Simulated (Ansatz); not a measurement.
# Is the response still linear at 0.4 V/Å? Ti(0001), 5 layers

The dipole of a slab grows in proportion to a weak field along its normal. Does the weak-field slope carry to a strong field?

Set-up. Ansatz 0.2.0, plane waves with PAW datasets (its set soft_2), PBE; atoms held at bulk places, 18 Å of vacuum, dipole correction, cell area 7.54 Å², 18×18 k-points, smearing 0.1 eV. Without field the slab has no gap over 0.05 eV.

| run | field (V/Å) | dipole (e·Å) |
| --- | --- | --- |
| run 1 | −0.10 | −0.05827 |
| run 2 | −0.05 | −0.02914 |
| run 3 | 0.00 | 0.00000 |
| run 4 | 0.05 | 0.02914 |
| run 5 | 0.10 | 0.05827 |
| run 6 | 0.40 | ? |

Q: Estimate the withheld value from the rows shown.

A least-squares line through the 5 rows shown has slope 0.582720 and intercept 0.000000; no row lies more than 0.00001 e·Å off it. A perfect conductor with that slope would be 180.95 × 0.58272 / 7.54 = 13.98 Å thick. At 0.40 it gives 0.582720 × 0.40 + 0.000000 = 0.23309 e·Å, beyond the rows fitted. Rounding and scatter of the rows alone allow about ±0.00002 e·Å there.

The run itself gives 0.23329 e·Å: a miss of +0.00020 e·Å. That is under 1 % of the induced dipole, so the response is still linear.

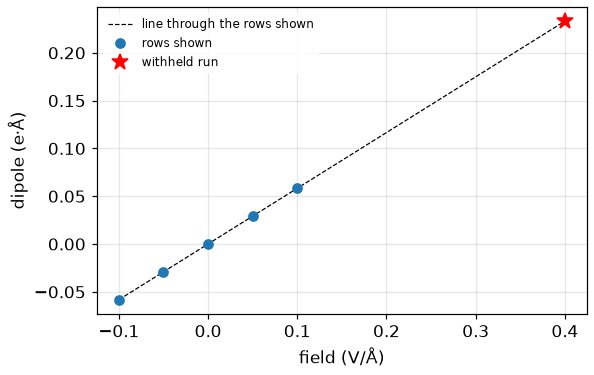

The fit and the withheld run.

**Limits.** Ions are held, so this is the electronic response. Of the series that stay linear within 1 %, this collection keeps about one in seven, and it keeps all that bend. In the strongest field, at least, the program warns that the far vacuum lies low against the Fermi level, so charge may spill into it, by an amount that depends on the cell's height.
